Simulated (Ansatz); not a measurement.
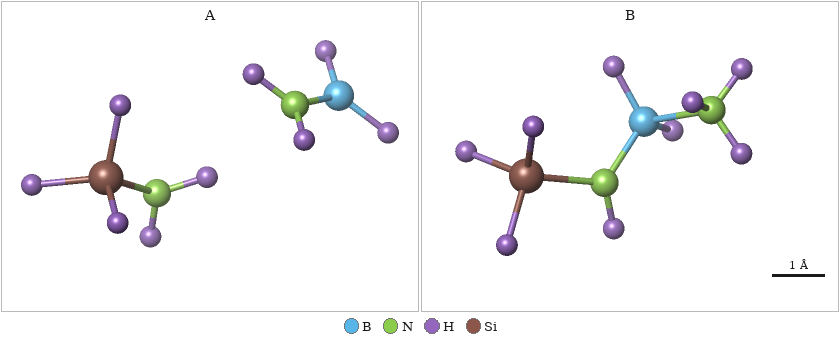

The two relaxed end points of a path for BSiN2H9, made up at the start of BNH4 and SiNH₅. Style: ball-and-stick. Shown from a free direction.

These are results of RKS CAM-B3LYP/6-31G* (Ansatz), not measurements.

Set-up: 5 movable images; climbing image; force threshold 0.05 eV/Å; iteration limit 60.

Start:
```xyz
13

B    -0.2913   -1.2376    0.3495
N     0.2048   -0.4895    1.4136
H    -0.3195   -0.3186    2.2609
H     1.1553   -0.1461    1.4549
H     0.4142   -1.4404   -0.5930
H    -1.4138   -1.6465    0.4060
N     0.0352    2.7242    0.4882
H    -0.6839    3.3089    0.0855
Si    1.0513    3.3135    1.7463
H     2.1304    2.3093    1.9486
H     1.6384    4.6125    1.3351
H     0.4195    3.5269    3.0833
H    -0.2272    1.7462    0.4834
```

End:
```xyz
13

B     0.0378    0.6170    0.3388
N    -0.2179   -0.4796    1.6118
H    -0.1089   -1.4500    1.3180
H     0.4498   -0.2853    2.3572
H     1.1752    0.3557    0.0041
H    -0.8043    0.2944   -0.4715
N    -0.1404    1.9804    0.9340
H    -1.0369    2.4201    0.7715
Si    1.1662    3.0377    1.2877
H     2.1664    2.3351    2.1417
H     1.9215    3.5795    0.1201
H     0.6575    4.2143    2.0500
H    -1.1526   -0.3565    1.9991
```

Predict the minimum-energy path and its barrier.

Answer. Forward barrier 15.3 kcal/mol, backward barrier 22.2 kcal/mol, with image 3 at the top; the reaction energy is −7.0 kcal/mol. Breaking: N7–H13 (1.01 → 1.28 at the top → 2.76 Å). Forming: B1–N7 (3.98 → 1.63 at the top → 1.50 Å), N2–H13 (2.46 → 1.33 at the top → 1.02 Å). The band converged in 30 iterations. The largest component of the band force went from 23 to 0.046 eV/Å. The climbing image converged on the top of the path. Its vibrational analysis gives one imaginary mode (1507i cm⁻¹), as a transition state must have.

Energies of the converged images:

```tsv
image	path (Å)	E (kcal/mol)
0	0.00	0.0
1	2.08	0.4
2	4.16	1.0
3	6.24	15.3
4	7.05	-4.7
5	7.87	-6.3
6	8.69	-7.0
```

The geometry at the top of the path:

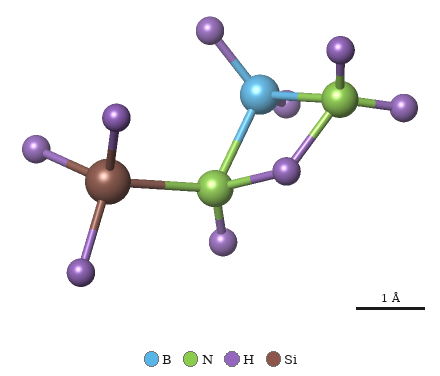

Limits of the set-up: the start holds two separate molecules, 2.5 Å apart at their closest, whose relative position is a soft coordinate and is computed without a dispersion correction.

Cost: 6.3 min on 2 threads of Arm Neoverse V1 (shared host), peak memory 0.2 GiB.
